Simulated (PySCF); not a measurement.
```
atom    x (Å)    y (Å)    z (Å)
   C  -1.0107  -1.2735  -0.2285
   C  -0.3045  -0.1761   0.0175
   C  -0.7105   0.8119   1.0689
  Si   1.2559   0.2054  -0.9506
   F   1.6035  -1.0283  -1.9154
  Br   2.9672   0.3553   0.4353
   H  -1.9077  -1.5076   0.3242
   H  -0.7227  -1.9818  -0.9873
   H  -0.9477   1.7719   0.6099
   H   0.1026   0.9770   1.7759
   H  -1.5835   0.4634   1.6160
   H   1.2593   1.3817  -1.7920
```

Geometry: GFN2-xTB.

Method: PySCF 2.14.0, CAM-B3LYP/def2-SVPD, SCF density, gas phase.

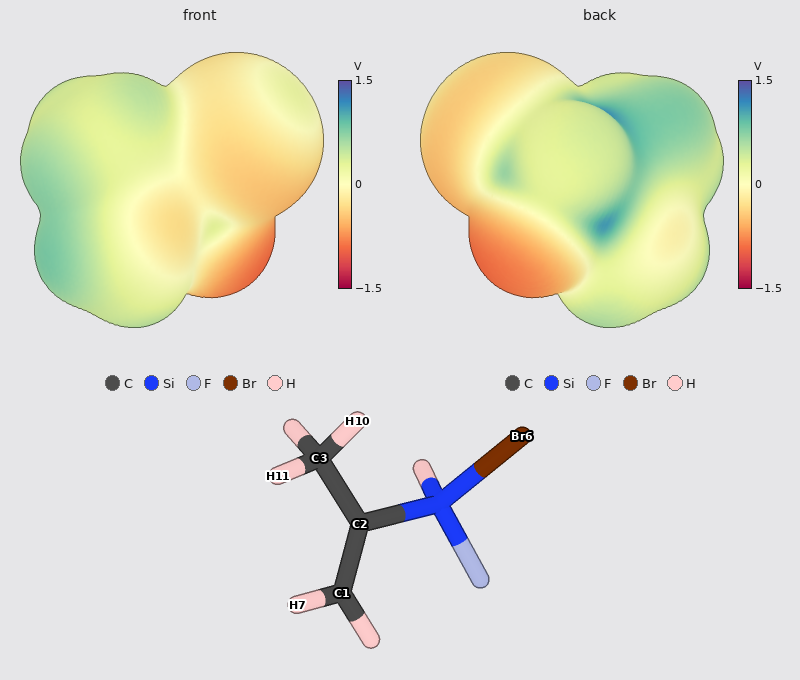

C₃H₆BrFSi. The molecular electrostatic potential painted on the density surface at 0.001 e/bohr³, seen from the front and from behind; red is negative and blue positive. The bare structure is drawn below in the same view.

**Which sites attract a positive test charge, and which a negative one?**

A positive charge is drawn to the negative regions and a negative charge to the positive ones. The most negative region (about −0.9 V, or −21 kcal/mol for a unit charge) lies over F5, the most positive (about +1.1 V, or +25 kcal/mol for a unit charge) over Si4. Br6 shows a σ-hole: about +0.2 V at the tip opposite its bond, against about −0.3 V, or −7 kcal/mol for a unit charge on its flanks.

**What dipole moment does the calculation give?**

Its dipole moment is 2.49 D.
